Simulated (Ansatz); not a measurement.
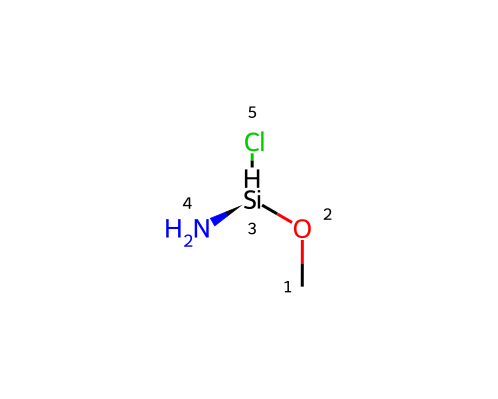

Skeletal drawing with numbered atoms; wedges and dashes mark any stereocentres. The configuration is that of a computed structure (PBE0-D4/def2-TZVP).

**Assign CIP descriptors.**

Si3: R.

**Give a SMILES with the stereochemistry.**

CO[Si@@H](N)Cl
